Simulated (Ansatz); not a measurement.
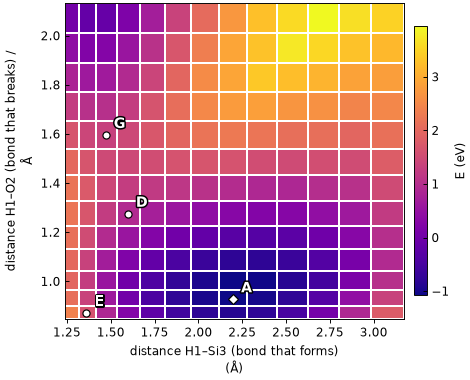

The reacting system H₂OSi (one molecule; an intramolecular 1,2-shift). The first coordinate is: distance H1–Si3 (bond that forms); the second: distance H1–O2 (bond that breaks). Relaxed at each point: all other coordinates. The scan uses a 13 × 13 grid. Points are written as (first, second). Energies: eV, counted from a guessed transition structure relaxed with its forming and breaking bonds held. Energies and slopes of some neighbouring points disagree (a jump in structure or state, or too coarse a mesh). The reference is spin-restricted, so regions where a bond is pulled apart into radicals lie too high. Theory: RKS PBE0-D4/def2-TZVP (Ansatz 0.2.0).

The picture shows one coloured cell a grid point, lettered points.

> Rank the lettered points by energy, lowest first.

A (−1.08 eV), D (0.94 eV), G (1.33 eV), E (1.64 eV).
